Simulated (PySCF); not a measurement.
System: CCl₃F (SMILES FC(Cl)(Cl)Cl).

Input file:

```
{"job": {"kind": "nmr", "xc": "PBE0", "basis": "pcSseg-2"}, "charge": 0, "multiplicity": 1}
F      0.067007    -0.151902     1.385001
C      0.009653    -0.014197     0.060552
Cl    -0.461379     1.641090    -0.307489
Cl     1.600080    -0.362286    -0.607536
Cl    -1.181791    -1.146685    -0.568419
```

Command:

```sh
OMP_NUM_THREADS=2 python probes_run.py task.json out
```

Geometry: PBE0-D3(BJ)/def2-TZVP.

Theory: PBE0/pcSseg-2, SCF density, gas phase, non-relativistic (PySCF).

Q: What can the converged electron density and electron localisation function tell about the bonding?

A: C–F (1.33 Å): ρ is about 2.4 e/Å³ halfway; the ELF peaks at about 0.85 between the atoms (a polar covalent bond).
C–Cl (1.76 Å): ρ is about 1.4 e/Å³ halfway; the ELF peaks at about 0.90 between the atoms (localised, covalent bonding).

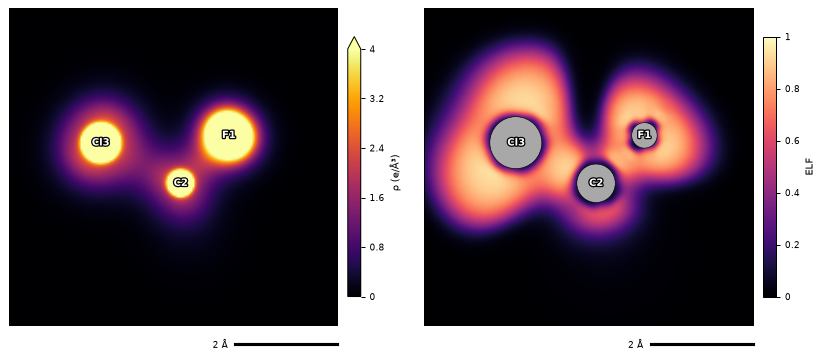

Computed electron density and electron localisation function on the plane of atoms F1, C2 and Cl3, in this order. Grey discs cover the atomic cores in the ELF map. 
